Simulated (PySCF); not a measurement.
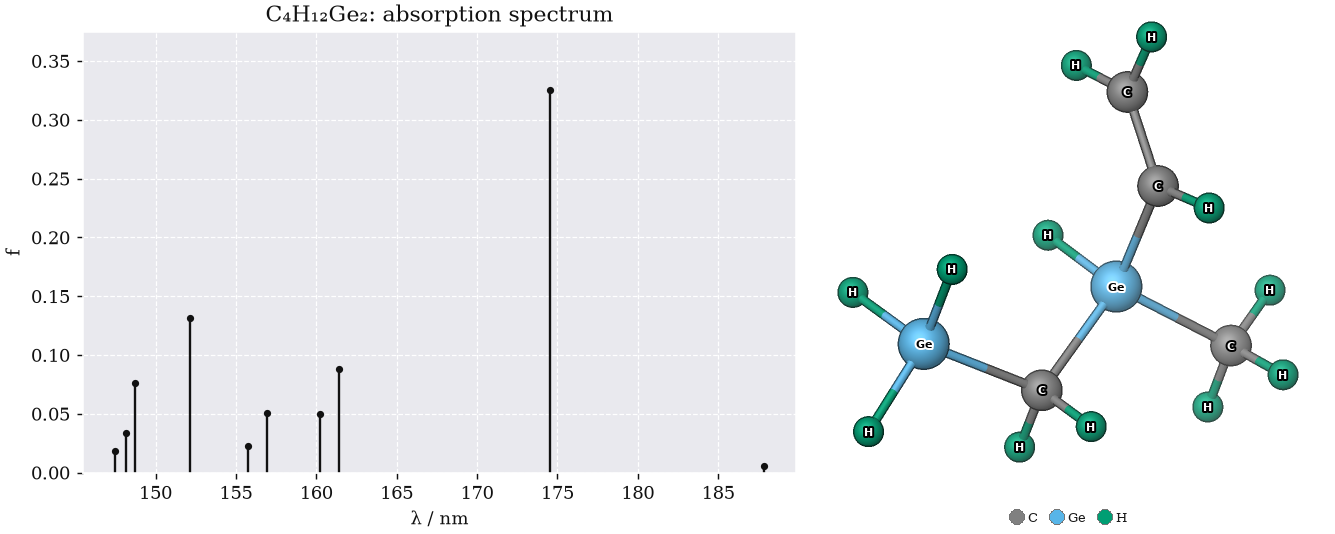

Computed absorption of C₄H₁₂Ge₂, SMILES C=[CH][Ge@@H]([CH3])[CH2][GeH3], singlet. Vertical TDDFT excitations, ωB97X-D/def2-SVPD, PySCF 2.14.0, at a PBE0-D3(BJ)/def2-SVP geometry (no frequency check), gas phase. The lowest 10 singlet states are shown.

> Does any vertical transition fall in the visible?

No singlet lies below 3.1 eV (beyond 400 nm), so at this level no vertical transition falls in the visible.

> Where is the lowest singlet, and is it bright?

S1 lies at 6.60 eV (188 nm) with f = 0.006, mainly HOMO−1 → LUMO (78 %); it is weak.

Known limits of this run: one conformer of a flexible molecule; core orbitals are frozen in the response.
